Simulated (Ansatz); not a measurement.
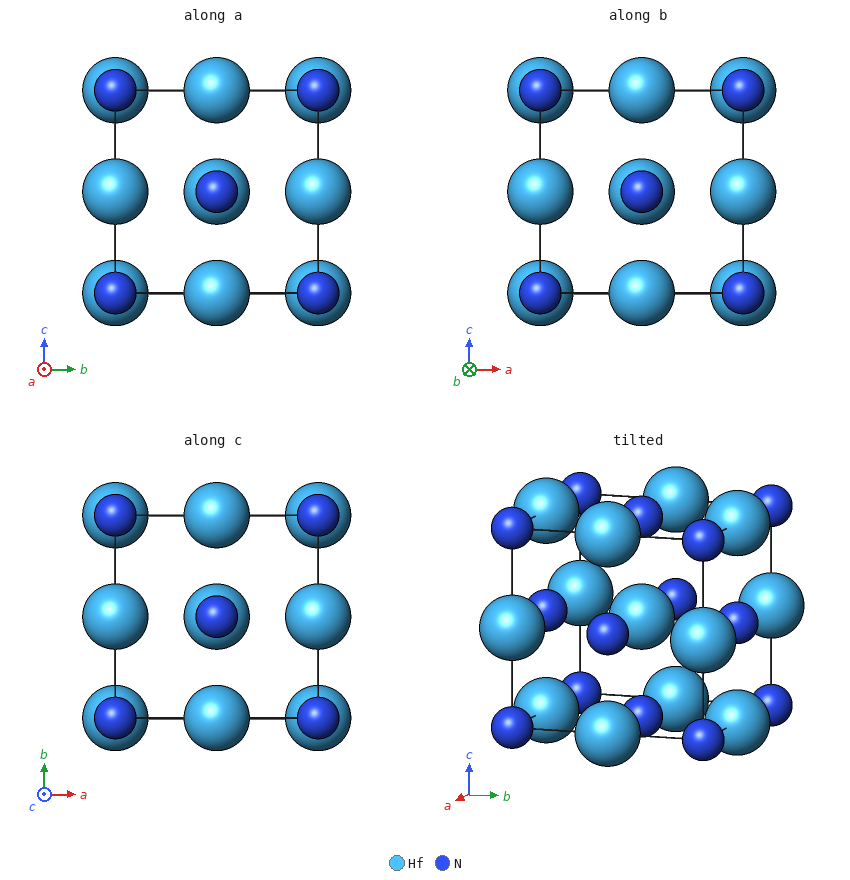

View along the a axis, along the b axis, along the c axis and slightly off an axis, drawn as a spheres-only model. Lines trace the edges of the conventional unit cell.

Lattice parameters: a = 4.548 Å, b = 4.548 Å, c = 4.548 Å, α = 90.00°, β = 90.00°, γ = 90.00°.

**Convert the drawing into a table of Wyckoff sites.**

Space group Fm-3m (No. 225).
```csv
atom,site,x,y,z
Hf,4b,0.5000,0.0000,0.0000
N,4a,0.0000,0.0000,0.0000
```

Its origin is a structure type filled with these elements by a generator (whether the compound takes this form wasn't checked). Relaxation method: DFT PBE, scalar-relativistic, plane waves, PAW (Ansatz).
